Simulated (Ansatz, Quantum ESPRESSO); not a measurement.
# 1T-PtTe2, 2 layers, AA stacking: the dipole at a withheld member of a series

Method. Quantum ESPRESSO 7.5, PBE, GBRV ultrasoft. Cell and atoms are relaxed without a field with a D3(BJ) correction and then held. Sawtooth field with dipole correction, 17 Å of vacuum in the starting cell, Fermi-Dirac smearing of 0.002 Ry; bands along a path at each field. The series steps the field along the normal.

```tsv
field along the normal	dipole (e Å)
0 V/Å	0.000
0.05 V/Å	0.041
0.1 V/Å	0.083
0.2 V/Å	0.166
0.3 V/Å	0.248
```

To predict: What is the dipole at 0.4 V/Å?

**Fit.** The rows at 0.2 V/Å and 0.3 V/Å give a slope of (0.248 − (0.166))/(0.3 − (0.2)) = 0.82, so a straight line gives 0.330 e Å. A parabola through these and the row at 0.1 V/Å gives 0.329 e Å.

What the calculation gave: 0.331 e Å. The line misses by −0.001 and the parabola by −0.002 e Å. Both misses are under 5 % of the step from the nearer row.

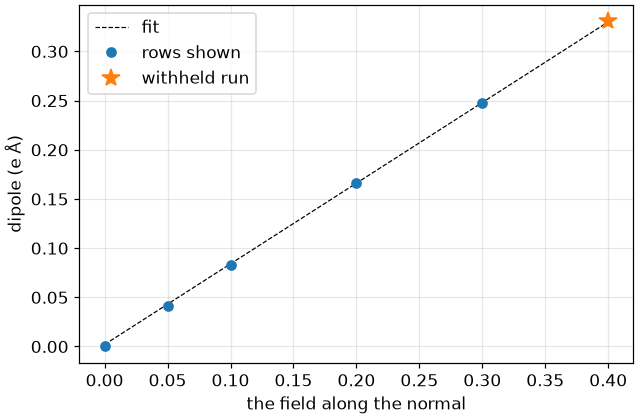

The rows shown, the fit and the withheld run.

**Limits.** Ions are held; semilocal gaps are too small; in strong fields empty levels can belong to the vacuum; one stacking. Members without a usable value, or on the other side of zero field or charge, are not listed.

[Logs are printed without paths, hosts, clocks, repeated set-up lines and the standing remarks that a program may print on its own settings, such as how far it seeks lower states.]
